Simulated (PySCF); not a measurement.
# [BiI2]+: other functionals and bases at one geometry

How far do other levels of theory move the description of [BiI2]+, and what does each cost? The structure is generated, not taken from experiment.

Program: PySCF 2.14.0. Level of theory: several levels, as the steps say, no spin–orbit coupling. These are calculated values, not measurements.

1 further run of the same task is left out (for a known fault of the program).

### Step 1. Starting geometry

3 atoms, charge 1, spin multiplicity 1.

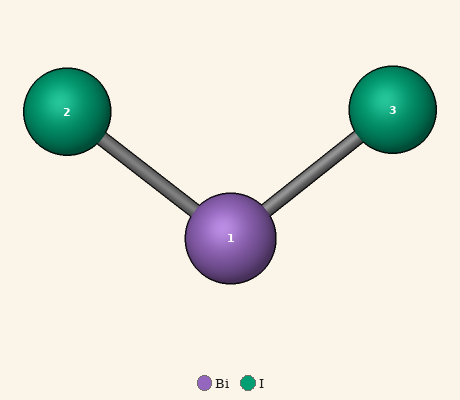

The structure; bismuth purple, iodine teal; atoms are numbered from 1 in the order of the file.

Geometry (Å):

```xyz
3
BiI2
Bi    0.00000    0.00000   -0.98405
I     2.13773    0.00000    0.69550
I    -2.13773    0.00000    0.69550
```

Formal oxidation states: Bi +3. An earlier session relaxed this geometry at PBE0, Bi def2-SVP with ECP60, I def2-SVP with ECP28 (singlet, point group C2v).

At PBE0 on the finer grid: E = -809.861878 Eh, HOMO -12.53 eV, LUMO -9.47 eV, Mulliken charge on Bi1 +0.78 e, largest force component 0.064 eV/Å. 

Levels to run: revPBE; TPSSh; PBE0, TZVP. Hardware: 2 threads of Arm Neoverse V1, shared host.

### Step 2. revPBE

Contents of run.py (the lines that set the calculation):

```python
mol = gto.M(atom='''
Bi     0.00000     0.00000    -0.98405
I      2.13773     0.00000     0.69550
I     -2.13773     0.00000     0.69550''',
    basis={'Bi': 'def2-SVP', 'I': 'def2-SVP'},
    ecp={'Bi': 'def2-SVP', 'I': 'def2-SVP'},
    charge=1, spin=0)
mf = dft.RKS(mol, xc='PBE_R,PBE')
mf.grids.atom_grid = (75, 302)
mf = mf.density_fit()  # fitting sets: Bi def2-universal-JKFIT, I def2-universal-JKFIT
mf.conv_tol = 1e-08; mf.max_cycle = 55
mf.kernel(dm0)  # dm0: the density of the relaxed state
```

Launch:

```bash
$ OMP_NUM_THREADS=2 python run.py
```

### Step 3. TPSSh

Edit run.py (the lines that set the calculation) of step 2 so:

```diff
@@ -7,3 +7,3 @@
     charge=1, spin=0)
-mf = dft.RKS(mol, xc='PBE_R,PBE')
+mf = dft.RKS(mol, xc='TPSSH')
 mf.grids.atom_grid = (75, 302)
```

### Step 4. PBE0, TZVP

Basis: Bi def2-TZVP with ECP60, I def2-TZVP with ECP28. 

Contents of run.py (the lines that set the calculation):

```python
mol = gto.M(atom='''
Bi     0.00000     0.00000    -0.98405
I      2.13773     0.00000     0.69550
I     -2.13773     0.00000     0.69550''',
    basis={'Bi': 'def2-TZVP', 'I': 'def2-TZVP'},
    ecp={'Bi': 'def2-TZVP', 'I': 'def2-TZVP'},
    charge=1, spin=0)
mf = dft.RKS(mol, xc='PBE0')
mf.grids.atom_grid = (75, 302)
mf = mf.density_fit()  # fitting sets: Bi def2-universal-JKFIT, I def2-universal-JKFIT
mf.conv_tol = 1e-08; mf.max_cycle = 55
mf.kernel(dm0)  # dm0: free metal ions and neutral atoms
```

**Question.** What will these runs give? Wanted: for each run, HOMO; gap; charge on Bi1; dipole; largest force.

**Answer**, as computed:

| level | state | HOMO (eV) | gap (eV) | charge on Bi1 (e) | dipole (D) | largest force (eV/Å) | basis functions | time |
| --- | --- | --- | --- | --- | --- | --- | --- | --- |
| PBE0 (relaxed here) | singlet | -12.53 | 3.06 | 0.78 | 2.30 | 0.06 | 78 | 5.9 s |
| revPBE | singlet | -11.37 | 1.54 | 0.72 | 1.95 | 0.64 | 78 | 3.4 s |
| TPSSh | singlet | -11.96 | 2.21 | 0.77 | 2.20 | 0.27 | 78 | 3.9 s |
| PBE0, TZVP | singlet | -12.47 | 3.13 | 0.86 | 2.09 | 0.28 | 150 | 10 s |

Times are on 2 threads of Arm Neoverse V1, shared host; the first row also made further properties. The dipole of a charged species depends on the origin, so these sizes hold for this origin alone.

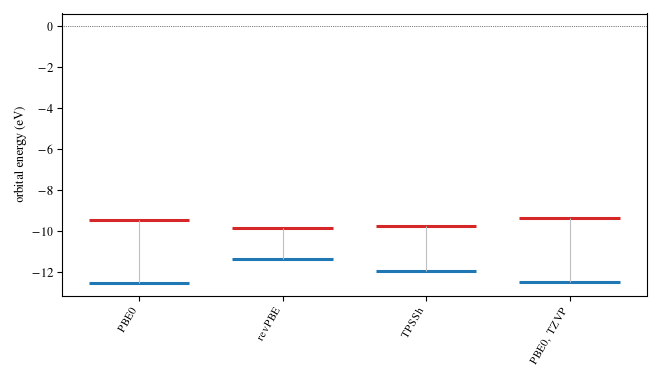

Highest filled and lowest empty level, method by method.

In one basis the HOMO–LUMO gap runs from 1.54 eV (revPBE) to 3.06 eV (PBE0). The largest leftover force, 0.64 eV/Å with revPBE, stands at a geometry relaxed at another level. The Mulliken charge on Bi spans +0.72 to +0.86 e over the levels. Total energies of different levels can't be compared. Spin–orbit coupling is left out throughout.
